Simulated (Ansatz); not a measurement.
A small benchmark: atomisation enthalpy at 298 K

10 molecules without hydrogen; the atomisation enthalpy at 298 K in kJ/mol, computed less measured. Shapes, held fixed at every level: PBE0-D4/def2-TZVP. Thermal terms are harmonic and unscaled (PBE0-D4/def2-TZVP); the spin-orbit lowering of the free atoms is taken from their spectra. Programs: Ansatz 0.2.0. Measured values: Active Thermochemical Tables, CRC Handbook of Chemistry and Physics, NIST-JANAF tables.

Levels: A = r2SCAN-D4/def2-TZVPP; B = BHLYP-D4/def2-TZVPP; C = wB97X-V/def2-TZVPP.

| molecule | from tabulated heats | A | B | C |
| --- | --- | --- | --- | --- |
| IBr (iodine monobromide) | 178 | -9 | -42 | -19 |
| I2 (iodine) | 151 | -16 | -43 | -25 |
| B(BO)O | 2095 | +26 | -128 | -12 |
| BBrCl2 (bromodichloroborane) | 1262 | +39 | -59 | +3 |
| BCl2F (dichlorofluoroborane) | 1537 | +30 | -74 | +1 |
| CBr3Cl (tribromochloromethane) | 1121 | +8 | -135 | -24 |
| CClF3 (SMILES FC(F)(F)Cl) | 1787 | +26 | -153 | +10 |
| SiCl4 (silicon tetrachloride) | 1598 | +20 | -82 | +8 |
| C2F3N (cyanotrifluoromethane) | 2640 | +9 | -207 | +9 |
| C2BrF5 (bromopentafluoroethane) | 3007 | +55 | -238 | +27 |

Problem. Sum up the errors.

Solution. 
```json
{"level": "r2SCAN-D4/def2-TZVPP", "kind": "meta-GGA", "mean error": "+18.8", "mean absolute error": "23.8", "worst case": "C2BrF5"}
{"level": "BHLYP-D4/def2-TZVPP", "kind": "global hybrid", "mean error": "-116.1", "mean absolute error": "116.1", "worst case": "C2BrF5"}
{"level": "wB97X-V/def2-TZVPP", "kind": "range-separated hybrid", "mean error": "-2.2", "mean absolute error": "13.8", "worst case": "C2BrF5"}
```

On this set wB97X-V/def2-TZVPP has the smallest mean absolute error and BHLYP-D4/def2-TZVPP the largest. r2SCAN-D4/def2-TZVPP is too high in 8 of 10; BHLYP-D4/def2-TZVPP is too low in 10 of 10. The heats of C2F3N, C2BrF5 come from older tables and can be uncertain by 10 kJ/mol or more. The molecules' own spin-orbit binding is left out, so errors for heavy halides read too negative. Heats of the atoms come from ATcT where it has them, that of boron, 570 kJ/mol, from recent work. With so many references in doubt the order of the levels isn't settled. The tabulated values of B(BO)O, BBrCl2, BCl2F are in doubt (older tables, estimates, or at odds with other calculations) and kept here. Over the 7 molecules whose values aren't doubted the mean absolute errors are A 20.4; B 128.6; C 17.4. For BHLYP-D4/def2-TZVPP the error tends to grow with the atomisation enthalpy. For atoms past krypton def2 sets carry core potentials with scalar relativity. Relativity is left out for Br. The set is small.

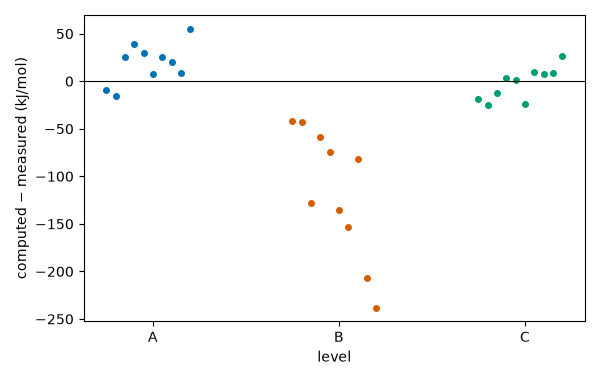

Errors of each level, one point a molecule.
